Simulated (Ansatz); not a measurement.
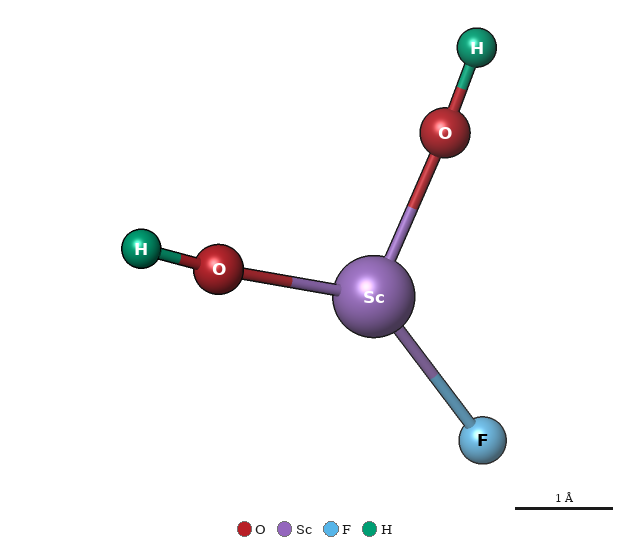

Starting geometry of the run.

The calculation was set up as follows.

```yaml
crystal:
  periodic: [false, false, false]
  atoms:
    - {symbol: O, position_ang: [-0.518889, 1.317389, -0.905582]}
    - {symbol: Sc, position_ang: [-0.146259, -0.379314, -0.237382]}
    - {symbol: O, position_ang: [0.812827, 0.129851, 1.274392]}
    - {symbol: F, position_ang: [-0.866902, -2.104128, -1.315646]}
    - {symbol: H, position_ang: [-0.680132, 2.207850, -1.200872]}
    - {symbol: H, position_ang: [1.292156, 0.460966, 2.027273]}
basis:
  gaussian: {orbitals: def2-TZVPP}
correlation: {method: ccsd_t}
```

Output:

```
Functional definition: HF
  name "HF"
  cite "Fock, Z. Phys. 61, 126 (1930) doi:10.1007/BF01340294"
  parent pbe
  exchange = exact_x
  correlation = 0
1204 factors; integrals over basis functions are off by at most 9.1e-4 eV
mean field evaluation 1: about -27486.1515 eV, gradient 7.0e1 eV
mean field evaluation 2: about -27486.2231 eV, gradient 7.0e1 eV
mean field evaluation 4: about -27494.4906 eV, gradient 2.2e0 eV
mean field evaluation 8: about -27494.5544 eV, gradient 2.3e-1 eV
mean field evaluation 16: about -27486.1516 eV, gradient 7.0e1 eV
mean field -27494.55462409 eV, -1010.4062459569 hartree, gradient 2.3e-6 eV, S^2 0.000000; 0 other end points of the search recorded, 0 dependent functions left out
8 core orbitals not correlated: weight in the atoms' cores, before any rotation towards them, 1.000 or more for the frozen orbitals, at most 0.000 for the correlated occupied ones
reference -27494.55462409 eV, -1010.4062459569 hartree; 16, 16 occupied and 161, 161 virtual orbitals, 1204 factors
second order -28.32545572 eV of doubles, -0.00000000 eV of singles
cycle   1  -27.75026662 eV  change    5.8e-1 eV  update   1.5e-1
cycle   2  -28.39307269 eV  change   -6.4e-1 eV  update   6.3e-2
cycle   3  -28.58302538 eV  change   -1.9e-1 eV  update   2.9e-2
cycle   4  -28.58220753 eV  change    8.2e-4 eV  update   1.0e-2
cycle   5  -28.56758457 eV  change    1.5e-2 eV  update   3.9e-3
cycle   6  -28.56819184 eV  change   -6.1e-4 eV  update   1.5e-3
cycle   7  -28.56867971 eV  change   -4.9e-4 eV  update   5.1e-4
cycle   8  -28.56834347 eV  change    3.4e-4 eV  update   2.1e-4
cycle   9  -28.56835375 eV  change   -1.0e-5 eV  update   6.8e-5
cycle  10  -28.56847004 eV  change   -1.2e-4 eV  update   3.2e-5
cycle  11  -28.56840017 eV  change    7.0e-5 eV  update   1.4e-5
cycle  12  -28.56839662 eV  change    3.6e-6 eV  update   6.1e-6
perturbative correction -1.02521657 eV, -0.0376760141 hartree
Total energy: -27524.14823728 eV, -1011.4937911824 hartree
```
